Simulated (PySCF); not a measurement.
# Run report: Al2H4Cl2, NMR shielding calculation

The run: NMR shielding calculation of Al2H4Cl2, SMILES [AlH2-]1[Cl+][AlH2-][Cl+]1. Method and program: GIAO PBE0/pcSseg-1 NMR shielding, non-relativistic, gas phase (PySCF 2.14.0).

The geometry comes from this level: GFN2-xTB, MD frame at 250 fs, 300 K. It belongs to a series of runs on one base structure; here: MD frame at 250 fs, 300 K. Figures and captions count atoms from 1; the log counts them from 0 in places.

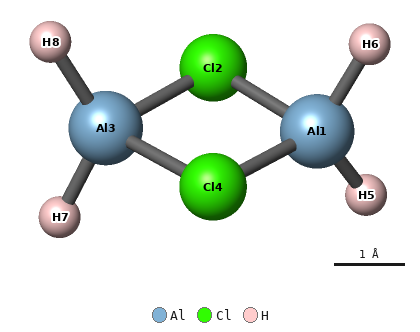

Fig. 1: The structure as given in the input (ball-and-stick view, seen at a tilt; atoms are numbered from 1 in the order of the input). Sticks mark near contacts.

Results in brief

```json
{"quantity": "outcome", "value": "converged"}
{"quantity": "total energy", "value": "−1407.186653 hartree"}
{"quantity": "HOMO", "value": "−8.23 eV"}
{"quantity": "LUMO", "value": "−0.88 eV"}
{"quantity": "dipole moment", "value": "0.58 D"}
{"quantity": "isotropic shielding, Al", "value": "408.3 to 416.2 ppm"}
{"quantity": "isotropic shielding, Cl", "value": "948.9 to 959.2 ppm"}
{"quantity": "isotropic shielding, H", "value": "26.1 to 27.3 ppm"}
{"quantity": "hardware", "value": "1 CPU thread, shared host"}
{"quantity": "wall time", "value": "19 s"}
{"quantity": "peak memory", "value": "0.59 GiB"}
```

The input
```
{"job": {"kind": "nmr", "xc": "PBE0", "basis": "pcSseg-1", "pop": false}, "charge": 0, "multiplicity": 1}
Al     1.448700     0.191000     0.266900
Cl     0.351700    -0.122500    -1.577600
Al    -1.433000    -0.445500    -0.447200
Cl    -0.327600     0.006300     1.463700
H      2.437400    -0.943100     0.214600
H      1.975100     1.622500     0.046300
H     -1.847000    -1.928900    -0.254300
H     -2.458000     0.795800    -0.788700
```

The first line tells a small driver script what to run in PySCF; the rest is the geometry in Å.

Run as:
```bash
OMP_NUM_THREADS=1 python <driver script> task.json out
```

Output
```
coarse grid: 8976 points
cycle   1  E = -1407.1489386104  dE =  3.061e-01  |g| = 2.438e-01  |ddm| = 2.593e+00
cycle   2  E = -1407.1596959308  dE = -1.076e-02  |g| = 1.738e-01  |ddm| = 5.065e-01
cycle   3  E = -1407.1664547061  dE = -6.759e-03  |g| = 2.658e-02  |ddm| = 2.059e-01
cycle   4  E = -1407.1666356286  dE = -1.809e-04  |g| = 4.914e-03  |ddm| = 3.141e-02
cycle   5  E = -1407.1666411735  dE = -5.545e-06  |g| = 8.544e-04  |ddm| = 5.195e-03
final grid: 68760 points
cycle   6  E = -1407.1866516862  dE = -1.720e-05  |g| = 3.503e-03  |ddm| = 8.873e-03
cycle   7  E = -1407.1866520808  dE = -3.946e-07  |g| = 1.877e-03  |ddm| = 3.577e-03
cycle   8  E = -1407.1866525157  dE = -4.349e-07  |g| = 2.928e-04  |ddm| = 1.949e-03
cycle   9  E = -1407.1866525373  dE = -2.161e-08  |g| = 3.481e-05  |ddm| = 3.611e-04
cycle  10  E = -1407.1866525375  dE = -1.460e-10  |g| = 7.282e-06  |ddm| = 3.188e-05
```

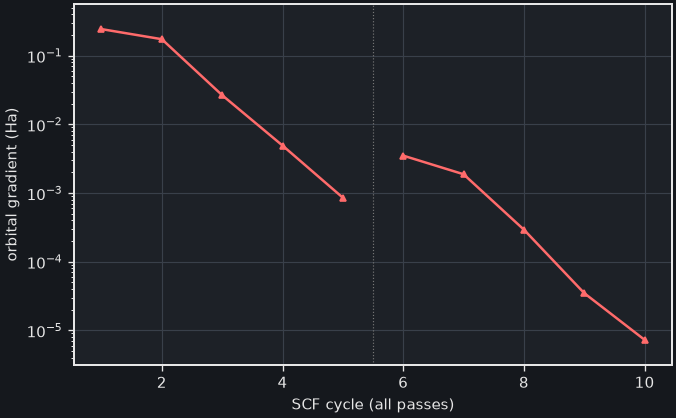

Fig. 2: Convergence of the self-consistent field: orbital gradient against the SCF cycle. The dotted line marks the change from a coarse to the final integration grid. The first 5 cycles use a coarse grid, the final grid takes over at cycle 6, and the field converges after 10 cycles in all.

```
converged SCF energy = -1407.1866525375

GIAO shielding tensors (ppm)
atom      isotropic    diamagn.    paramagn.     s11        s22        s33       span
  0 Al     408.333     795.088    -386.755    347.864    394.056    483.078    135.214
  1 Cl     948.867    1150.808    -201.941    851.952    971.152   1023.497    171.546
  2 Al     416.203     793.924    -377.721    366.447    387.082    495.079    128.632
  3 Cl     959.214    1150.527    -191.314    873.423    986.565   1017.654    144.231
  4 H       27.311      28.942      -1.631     23.737     24.861     33.335      9.598
  5 H       27.035      28.679      -1.644     23.575     24.612     32.918      9.344
  6 H       26.831      28.007      -1.176     23.476     24.429     32.589      9.113
  7 H       26.081      27.114      -1.033     23.087     23.665     31.491      8.404
```

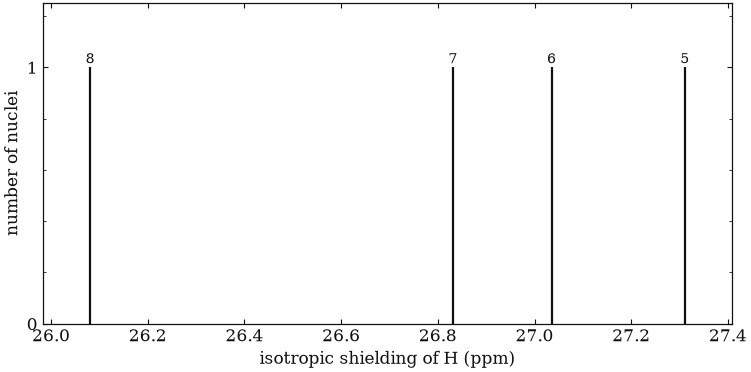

Fig. 3: Isotropic shieldings of the hydrogen nuclei in this fixed geometry, labelled by atom number; shielding grows to the right, so chemical shift grows to the left. The least shielded is H8 (26.1 ppm), the most shielded H5 (27.3 ppm).
